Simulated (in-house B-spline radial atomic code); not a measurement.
Run report: Cs⁺, RPA and GW calculation

Cs⁺, configuration [Kr] 4d10 5s2 5p6. Computed at this level: RPA, second-order and SOSEX correlation energies and G0W0 (contour deformation) on a scalar-relativistic (spin-free one-electron X2C) mean field, all electrons, B-spline basis (in-house B-spline radial atomic code).

Input:
```
Z = 55
electrons = 54.0
configuration = [Kr] 4d10 5s2 5p6
hamiltonian = x2c
method = lc_wpbe
lmax = 9
rms_radius = 4.8041
spin_polarised = False
box_radius = 23.78
intervals = 70
```

Hardware: 1 CPU thread, shared host.

The run was one of a batch that the task file lists, launched with:
```bash
python <driver script> task.json out
```

The program writes its results to a structured record and prints no log; tables and figures of this report are taken from that record.

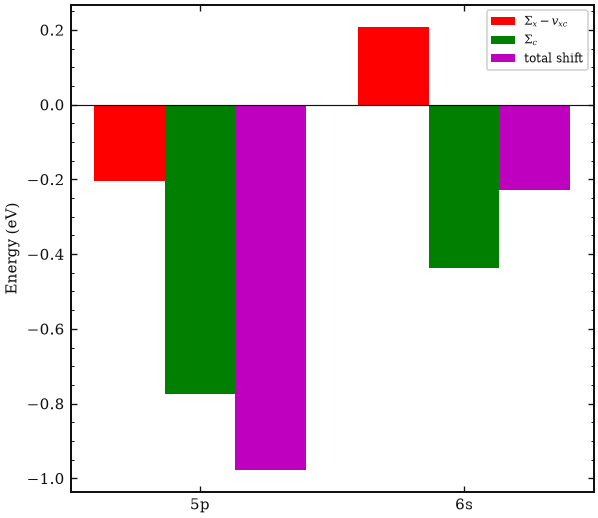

*Parts of the G₀W₀ correction to each level for Cs⁺ ([Kr] 4d¹⁰ 5s² 5p⁶). All-electron spherical atom, scalar X2C, LC-wPBE start, no spin-orbit coupling, Breit or QED terms; computed with a B-spline radial code. The quasi-particle equation is solved at full frequency; levels of low quasi-particle weight Z are left out. Σ columns are in eV, and Σc holds an estimate for the angular momenta beyond the basis.*

G₀W₀ moves the highest occupied level, 5p, from −23.01 to −23.98 eV (renormalisation factor Z = 0.95). The empty level 6s goes from −3.62 to −3.85 eV.

```tsv
Level	Mean field (eV)	Σx − vxc (eV)	Σc (eV)	Z	G₀W₀ (eV)
5p	−23.01	−0.20	−0.77	0.95	−23.98
6s	−3.62	0.21	−0.44	0.99	−3.85
```

Results in brief:

- outcome: converged
- mean-field total energy: −7785.57325 hartree
- total energy with exact exchange alone: −7782.98015 hartree
- exact exchange energy: −191.27747 hartree
- RPA correlation, extrapolated in the angular momentum of the empty orbitals: −4.16354 hartree
- RPA correlation, as summed: −4.09374 hartree
- direct second-order term: −4.70721 hartree
- second-order exchange term: 1.27786 hartree
- SOSEX term: 1.19911 hartree
- wall time: 6.2 s

Remarks:

To bear in mind: spin-orbit coupling, Breit and QED terms are absent.
